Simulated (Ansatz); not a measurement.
**Relaxing random fcc alloy of Pd and Rh (500 atoms)**

Wanted: the relaxed structure of random fcc alloy of Pd and Rh (500 atoms) and its electronic structure.

Method: Kohn-Sham DFT, RPBE, PAW (set soft_2), localised support functions (medium), in Ansatz 0.2.0.

## Step 1: The structure

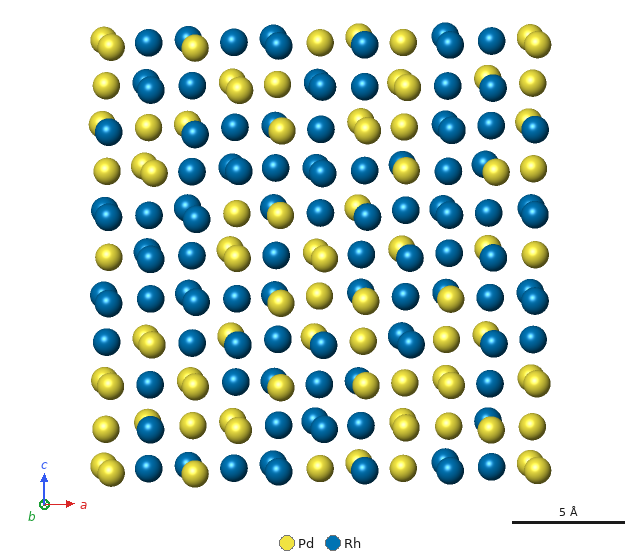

The cell as given, in part (palladium yellow, rhodium blue). Drawn is a slice 6 Å thick, seen along the normal of the ac plane.

The cell holds 500 atoms: 222 Pd and 278 Rh. Cell: a = 19.208 Å, b = 19.208 Å, c = 19.208 Å, α = 90.0°, β = 90.0°, γ = 90.0°. It derives from Pd (fcc) and Rh, repeated 5×5×5. Fcc Pd, 5 x 5 x 5 conventional cells, 278 of 500 Pd sites given to Rh at random (x = 0.556), lattice by Vegard's rule (a = 3.842 Å); every coordinate displaced by a Gaussian of 0.05 Å.

Limits known from the start: The host structure and its lattice constant were typed by rule, without a check against the phase diagram. The Brillouin zone is sampled at Γ only, in a cell whose shortest periodic width is 19 Å.

## Step 2: Single point at the start

The forces at the start show how far the geometry lies from a minimum of this functional.

The input, input.yaml:

```yaml
crystal:
  lattice:
    - [19.208, 0.0, 0.0]
    - [0.0, 19.208, 0.0]
    - [0.0, 0.0, 19.208]
  atoms:
    - { symbol: Pd, position: [0.00201, 0.00018, 0.00267] }
    - { symbol: Pd, position: [0.99951, 0.09933, 0.10068] }
    - { symbol: Pd, position: [0.10073, 0.00289, 0.09805] }
    - { symbol: Rh, position: [0.09979, 0.098, 0.99882] }
    [... 490 atom lines left out ...]
    - { symbol: Pd, position: [0.89865, 0.80177, 0.69483] }
    - { symbol: Rh, position: [0.90167, 0.89882, 0.59684] }
    - { symbol: Rh, position: [0.79631, 0.79723, 0.80175] }
    - { symbol: Pd, position: [0.79945, 0.9005, 0.89854] }
    - { symbol: Pd, position: [0.89942, 0.79366, 0.90215] }
    - { symbol: Rh, position: [0.89959, 0.89964, 0.79692] }
kpoints:
  mp_grid: { grid: [1, 1, 1] }
hamiltonian:
  xc: rpbe
scf:
  occupations: { method: fermi_dirac, width: 0.1 }
  eigensolver: { kind: { support_functions: { accuracy: medium } } }
  max_iter: 150
output:
  forces: true
  stress: true
  populations: true
  dos:
    method: { smearing: { sigma: 0.15 } }
    de: 0.1
    projected: { site_lists: { Pd: [Pd], Rh: [Rh] } }
```

Command:

```bash
$ ansatz run input.yaml --threads 32 --pin off --max-ram 143360MiB --backend cuda --events-out ev --progress --plain --runs-dir out
```

Run time: 1.8 min. Hardware: 1 × NVIDIA GB200 with 32 threads of Arm Neoverse V2, shared host; peak memory 5.9 GiB.

That memory is the host's. Forces of this run were stored rounded, and per-atom blocks of the log weren't kept.

The program notes that the band table was not solved further than the SCF left it and it switched symmetry off.

Read from the output:

| Item | Value |
| --- | --- |
| free energy | -3331718.0398 eV |
| free energy per atom | -6663.4361 eV/atom |
| SCF cycles | 46 |
| pressure | 13.16 GPa |
| r.m.s. force component | 0.6922 eV/Å |
| longest force | 2.978 eV/Å |
| Fermi energy | 21.42 eV |
| levels partly filled by over 2 per cent | 330 |
| spilling of the projection | 0.01172 |

The r.m.s. force component of 0.69 eV/Å and the pressure of 13 GPa set the starting point.

Length of the force by element:

| element | coordination | atoms | mean length of the force (eV/Å) | spread | least | most |
| --- | --- | --- | --- | --- | --- | --- |
| Pd | all | 222 | 1.13 | 0.536 | 0.172 | 2.73 |
| Rh | all | 278 | 1.04 | 0.501 | 0.111 | 2.98 |

## Step 3: Relaxation

With the cell held, the atoms are moved downhill towards a nearby minimum.

input.yaml, the sections that differ from step 2:

```yaml
output:
  forces: true
relax:
  f_tol: 0.05
  max_steps: 200
# crystal, kpoints, hamiltonian, scf: as in step 2
```

The job ended after 60 s (1 × NVIDIA GB200 with 32 threads; peak memory 3 GiB).

That memory is the host's.

The steps of the relaxation:

| step | energy less that of the first step (eV) | largest force component (eV/Å) |
| --- | --- | --- |
| 1 | 0.0000 | 2.5454 |
| 2 | -22.7415 | 0.6244 |
| 3 | -23.8596 | 0.0236 |

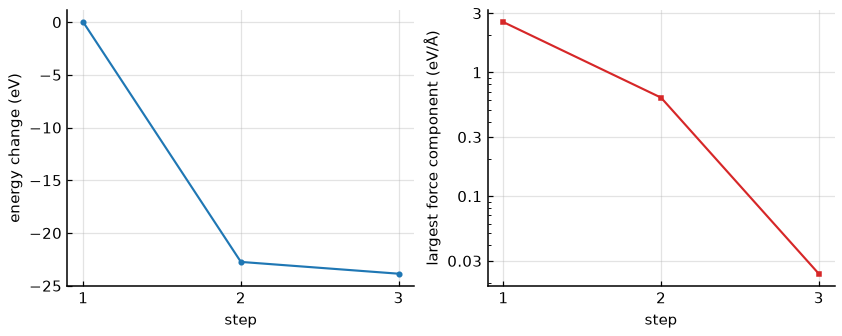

Energy and largest force along the relaxation.

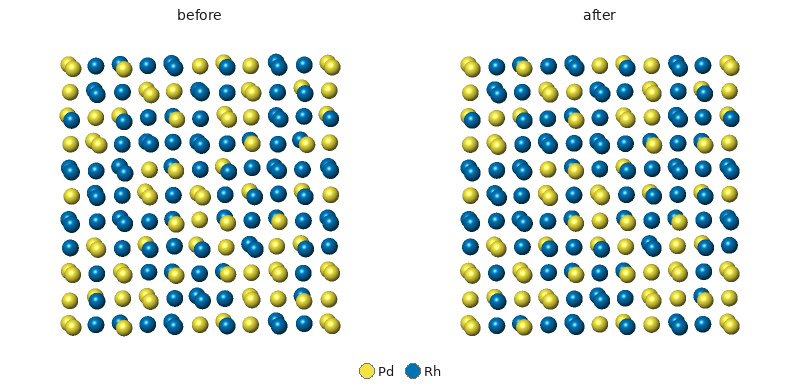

The structure before and after the relaxation, drawn at the same scale. Drawn is a slice 6 Å thick, seen along the normal of the ac plane.

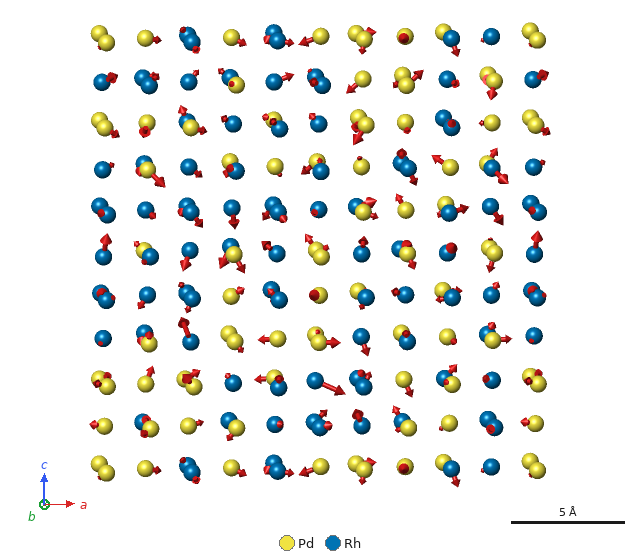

Displacements in the relaxation, exaggerated; the longest in the cell stands for 0.23 Å. Drawn is a slice 4 Å thick, seen along the normal of the ac plane.

The atoms that moved most (Å):

| atom | dx | dy | dz | length |
| --- | --- | --- | --- | --- |
| Rh166 | -0.048 | 0.182 | 0.141 | 0.235 |
| Rh268 | 0.180 | -0.048 | -0.078 | 0.202 |
| Rh358 | -0.166 | -0.043 | 0.088 | 0.192 |
| Pd245 | -0.001 | 0.172 | 0.040 | 0.176 |
| Pd355 | 0.116 | -0.052 | -0.122 | 0.176 |
| Rh475 | 0.085 | -0.128 | -0.081 | 0.174 |
| Rh70 | 0.015 | -0.087 | 0.143 | 0.168 |
| Rh347 | -0.145 | 0.047 | 0.072 | 0.168 |

The relaxation changed the energy by -47.7 meV/atom, and atoms moved by 0.091 Å r.m.s., 0.23 Å at most.

## Step 4: Structure statistics after relaxation

Bonds before and after, by the cutoffs listed below:

| pair | bonds before | bonds after | mean before (Å) | mean after (Å) | spread before (Å) | spread after (Å) |
| --- | --- | --- | --- | --- | --- | --- |
| Rh-Rh | 928 | 928 | 2.717 | 2.698 | 0.069 | 0.028 |
| Rh-Pd | 1480 | 1480 | 2.720 | 2.723 | 0.068 | 0.023 |
| Pd-Pd | 592 | 592 | 2.715 | 2.730 | 0.069 | 0.017 |

Density 12.2 g/cm³, 14.17 Å³ an atom.

g(r), total and by pair (bins of 0.2 Å):

| r (Å) | total | Rh-Rh | Rh-Pd | Pd-Pd |
| --- | --- | --- | --- | --- |
| 2.60 | 2.40 | 5.10 | 1.55 | 0.27 |
| 2.80 | 6.75 | 4.21 | 7.56 | 8.80 |
| 3.00 | 0.00 | 0.00 | 0.00 | 0.00 |
| 3.20 | 0.00 | 0.00 | 0.00 | 0.00 |
| 3.40 | 0.00 | 0.00 | 0.00 | 0.00 |
| 3.60 | 0.00 | 0.00 | 0.00 | 0.00 |
| 3.80 | 2.18 | 2.20 | 2.07 | 2.43 |
| 4.00 | 0.11 | 0.18 | 0.11 | 0.01 |
| 4.20 | 0.00 | 0.00 | 0.00 | 0.00 |
| 4.40 | 0.00 | 0.00 | 0.00 | 0.00 |
| 4.60 | 2.69 | 3.14 | 2.69 | 1.96 |
| 4.80 | 3.43 | 3.06 | 3.32 | 4.27 |
| 5.00 | 0.00 | 0.00 | 0.00 | 0.00 |
| 5.20 | 0.00 | 0.00 | 0.00 | 0.00 |
| 5.40 | 2.24 | 2.22 | 2.26 | 2.24 |
| 5.60 | 0.05 | 0.07 | 0.05 | 0.03 |
| 5.80 | 0.00 | 0.00 | 0.00 | 0.00 |
| 6.00 | 2.96 | 2.92 | 2.94 | 3.09 |
| 6.20 | 0.70 | 0.77 | 0.70 | 0.60 |
| 6.40 | 0.00 | 0.00 | 0.00 | 0.00 |
| 6.60 | 0.95 | 0.93 | 0.96 | 0.96 |
| 6.80 | 0.07 | 0.07 | 0.08 | 0.04 |
| 7.00 | 0.02 | 0.06 | 0.01 | 0.00 |
| 7.20 | 5.21 | 5.20 | 5.20 | 5.28 |
| 7.40 | 0.00 | 0.01 | 0.00 | 0.00 |
| 7.60 | 0.40 | 0.38 | 0.41 | 0.40 |
| 7.80 | 0.17 | 0.18 | 0.17 | 0.15 |

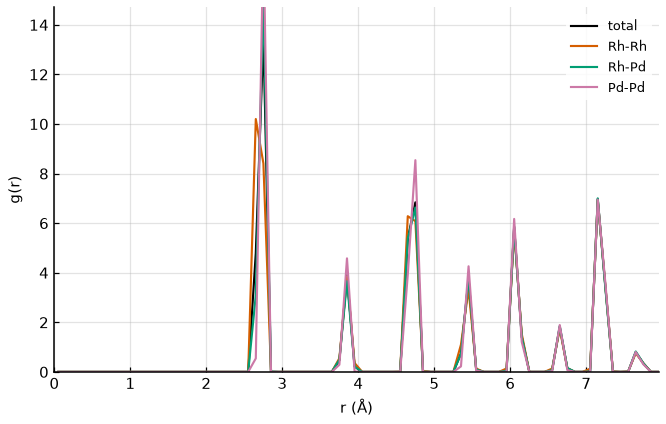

Pair distribution functions, with peaks cut at 14.

Neighbours by pair of elements; one cutoff, the widest of the pairs' first minima of g(r), serves all pairs of this metal:

| pair A-B | cutoff (Å) | bonds | mean length (Å) | spread (Å) | shortest (Å) | B about A | A about B |
| --- | --- | --- | --- | --- | --- | --- | --- |
| Rh-Rh | 3.18 | 928 | 2.70 | 0.028 | 2.62 | 6.68 | 6.68 |
| Rh-Pd | 3.18 | 1480 | 2.72 | 0.023 | 2.65 | 5.32 | 6.67 |
| Pd-Pd | 3.18 | 592 | 2.73 | 0.017 | 2.69 | 5.33 | 5.33 |

How many atoms have how many bonded neighbours:

| element | mean | 12 |
| --- | --- | --- |
| Pd | 12 | 222 |
| Rh | 12 | 278 |

With the cutoffs above, all Pd atoms have 12 and all Rh atoms have 12 bonded neighbours.

## Step 5: Single point at the relaxed geometry

The electronic structure is read at the final geometry, in a run of its own.

The input, input.yaml:

```yaml
crystal:
  lattice:
    - [19.208, 0.0, 0.0]
    - [0.0, 19.208, 0.0]
    - [0.0, 0.0, 19.208]
  atoms:
    - { symbol: Pd, position: [0.00024, 0.99886, 0.99953] }
    - { symbol: Pd, position: [0.00016, 0.0989, 0.10012] }
    - { symbol: Pd, position: [0.10102, 0.99849, 0.09989] }
    - { symbol: Rh, position: [0.1023, 0.09711, 0.99749] }
    [... 490 atom lines left out ...]
    - { symbol: Pd, position: [0.90089, 0.80064, 0.69873] }
    - { symbol: Rh, position: [0.90398, 0.89969, 0.59902] }
    - { symbol: Rh, position: [0.79926, 0.80104, 0.79935] }
    - { symbol: Pd, position: [0.79934, 0.90047, 0.89892] }
    - { symbol: Pd, position: [0.89994, 0.80031, 0.89921] }
    - { symbol: Rh, position: [0.90109, 0.90019, 0.7993] }
kpoints:
  mp_grid: { grid: [1, 1, 1] }
hamiltonian:
  xc: rpbe
scf:
  occupations: { method: fermi_dirac, width: 0.1 }
  eigensolver: { kind: { support_functions: { accuracy: medium } } }
  max_iter: 150
output:
  forces: true
  stress: true
  populations: true
  dos:
    method: { smearing: { sigma: 0.1 } }
    de: 0.1
    projected: { site_lists: { Pd: [Pd], Rh: [Rh] } }
  write_density: true
  write_potential: true
  volumetric_format: npy
```

The job ended after 37 s (1 × NVIDIA GB200 with 32 threads; peak memory 5.9 GiB; 1.8 min of CPU time).

That memory is the host's; the program planned up to 20.6 GiB on the GPU.

The program notes that the forces don't sum to zero within tolerance.

Read from the output:

```
free energy                             : -3331741.8775 eV
free energy per atom                    : -6663.4838 eV/atom
SCF cycles                              : 14
pressure                                : 11.61 GPa
r.m.s. force component                  : 0.00613 eV/Å
longest force                           : 0.02672 eV/Å
Fermi energy                            : 21.41 eV
levels partly filled by over 2 per cent : 327
spilling of the projection              : 0.01173
```

States in the cell by windows of 1 eV, zero at the Fermi level; some projections on atomic orbitals stand beside the total:

| from (eV) | to (eV) | total | Rh d | Pd d | Rh s |
| --- | --- | --- | --- | --- | --- |
| -18 | -8 | 0.0 | 0.0 | 0.0 | 0.0 |
| -8 | -7 | 13.8 | 0.0 | 0.0 | 12.6 |
| -7 | -6 | 45.3 | 3.4 | 2.8 | 35.4 |
| -6 | -5 | 636.8 | 273.7 | 247.1 | 97.3 |
| -5 | -4 | 855.6 | 381.0 | 424.1 | 32.7 |
| -4 | -3 | 696.2 | 303.1 | 362.8 | 17.6 |
| -3 | -2 | 998.8 | 504.6 | 428.3 | 36.3 |
| -2 | -1 | 787.2 | 400.8 | 344.2 | 19.9 |
| -1 | 0 | 704.8 | 420.7 | 242.5 | 22.6 |
| 0 | 1 | 563.3 | 388.4 | 129.4 | 29.4 |
| 1 | 2 | 69.7 | 21.3 | 5.5 | 23.6 |
| 2 | 3 | 192.1 | 35.1 | 13.4 | 49.2 |
| 3 | 4 | 58.5 | 6.3 | 2.4 | 13.6 |
| 4 | 5 | 120.4 | 9.3 | 3.2 | 20.6 |

About 3984 of the 8722 electrons lie in deeper levels, below the stored range.

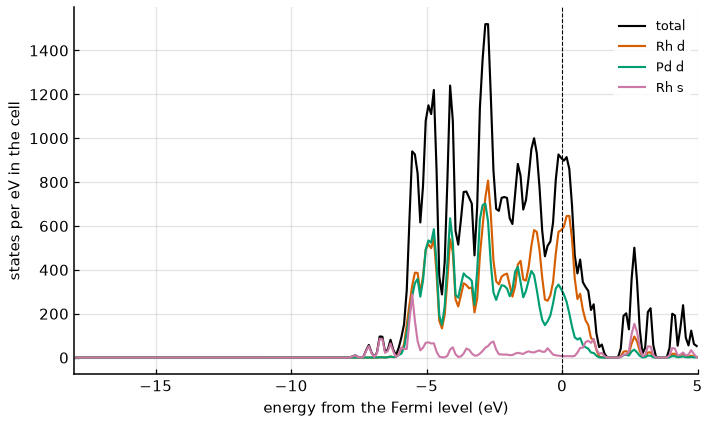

Total and projected density of states, with the broadening of the input.

Not all projections were asked for or kept, so they needn't add up to the total.

The levels nearest the highest filled one (over half full), pooled over k-points and spins:

| level less the highest filled one (eV) | occupation |
| --- | --- |
| -0.0097 | 1.05 |
| -0.0075 | 1.04 |
| -0.0073 | 1.04 |
| -0.003 | 1.02 |
| -0.0015 | 1.01 |
| 0 | 1.00 |
| 0.0016 | 0.994 |
| 0.0043 | 0.98 |
| 0.0061 | 0.972 |
| 0.0104 | 0.95 |
| 0.0137 | 0.934 |
| 0.0176 | 0.914 |

Within 0.4 eV of the Fermi level the largest share is Rh d (67 % of the projected weight).

## Step 6: Outcome

| Property | Result |
| --- | --- |
| energy change in the relaxation | -47.72 meV/atom |
| r.m.s. displacement | 0.091 Å |
| largest displacement | 0.235 Å |
| free energy per atom | -6663.4838 eV/atom |
| density | 12.24 g/cm³ |
| pressure | 11.61 GPa |
| r.m.s. force component | 0.00613 eV/Å |
| wall time of the 3 DFT runs | 3.5 min |

In words: Relaxation lowers the energy by 47.7 meV/atom and moves atoms by 0.091 Å r.m.s.; the r.m.s. force component goes from 0.69 to 0.0061 eV/Å, the pressure goes from 13 to 12 GPa. By the final cutoffs no bond was broken or made. The r.m.s. move is of the size of the random displacements put into the start (0.087 Å r.m.s. in three dimensions). From the first step to the last the energy fell by 23.860 eV, and the largest move was 0.23 Å (Rh166). The Rh-Rh bonds change most in mean length: from 2.717 Å (spread 0.069) to 2.698 Å (spread 0.028). With the cutoffs above, all Pd atoms have 12 and all Rh atoms have 12 bonded neighbours. 327 levels are partly filled, by over 2 % (at Γ alone), as in a metal.

**Limits.** The forces don't sum to zero within the program's tolerance. The pressure of 12 GPa shows the cell to be compressed for this functional.

[Logs are printed without paths, hosts, clocks, repeated set-up lines and the standing remarks that a program may print on its own settings, such as how far it seeks lower states.]

[Hosts, paths, dates, database ids (printed as entryN), source tags and the programs' standing remarks are cut or masked in the printed files.]
